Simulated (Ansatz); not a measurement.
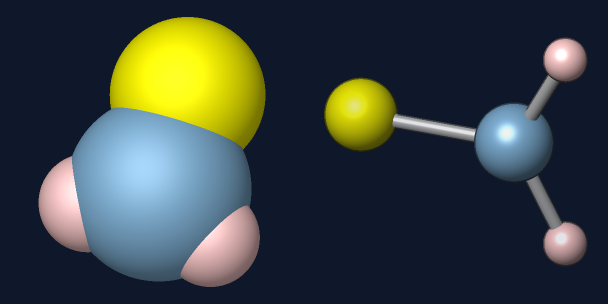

Two views of one molecule. Colours: aluminium light blue, sulfur yellow, hydrogen pink.

State: neutral, doublet. The geometry was computed by an optimisation with PBE0-D4/def2-TZVP. No frequency run is at hand to confirm it as a minimum.

Identify the structure.

It has 4 atoms: 1 aluminium, 2 hydrogen and 1 sulfur (AlH2S). The point group is C2v. It is an open-shell species. All atoms lie on one plane. Coordination: 1 Al trigonal planar.

More results for the same structure follow; atom numbers are the same in all pictures, views and colours differ.

## Charges

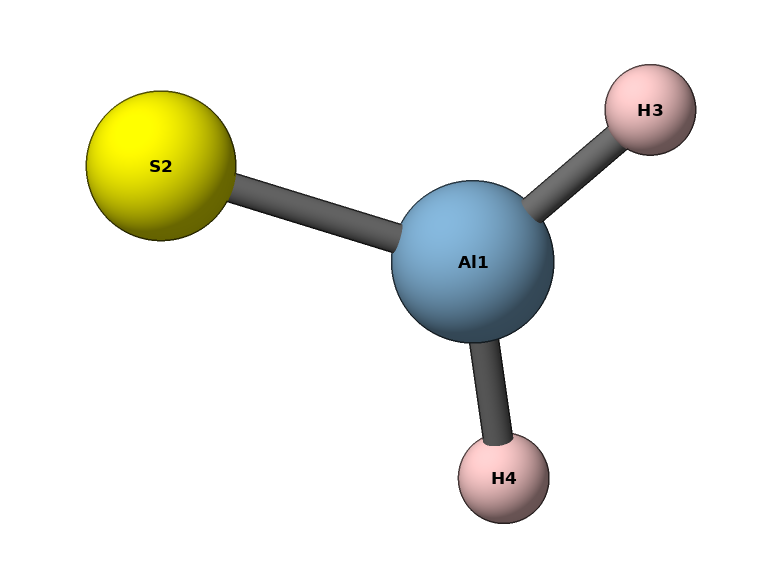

The questions are on Mulliken charges. No frequency run is at hand to confirm it as a minimum. Properties computed with UKS PBE0-D4/def2-TZVP (Ansatz 0.2.0).

Give the Mulliken charges atom by atom.

| atom | value (e) |
| --- | --- |
| Al1 | 0.38 |
| S2 | −0.21 |
| H3 | −0.08 |
| H4 | −0.08 |

## Dipole moment

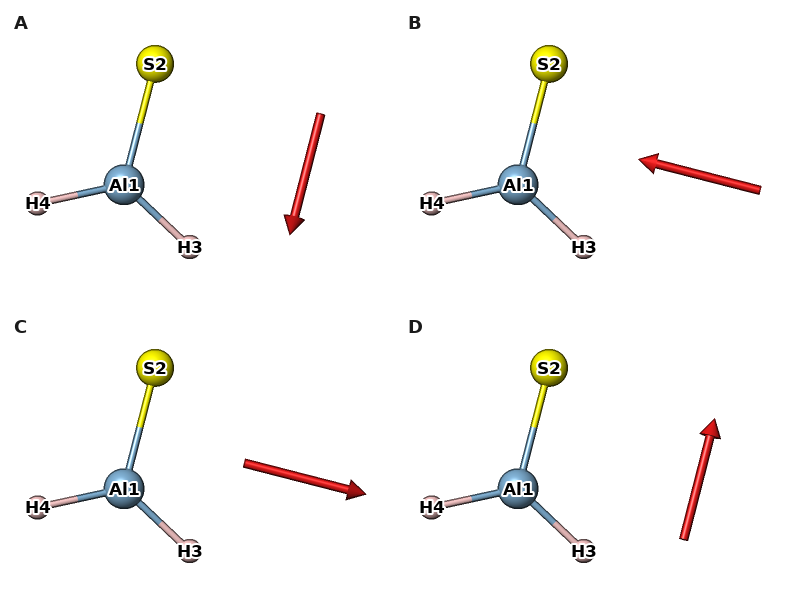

The same molecule four times, each with an arrow. No frequency run is at hand to confirm it as a minimum. Method: UKS PBE0-D4/def2-TZVP (Ansatz 0.2.0).

**Which arrow points along the dipole moment, from the negative to the positive end?**

A. The dipole moment is 1.01 D; it points from the side of S2 to the side of H3, H4 (the outermost atoms at the two ends).

## Electronic properties

No frequency run is at hand to confirm it as a minimum. Level of theory: UHF-CCSD(T), frozen core/def2-TZVPP (Ansatz 0.2.0).

**What is the ⟨S²⟩ of the determinant?**

0.763.

**Give the T1 diagnostic at this level.**

0.014.

Mulliken values depend strongly on the basis set and can even reverse the polarity of a bond.
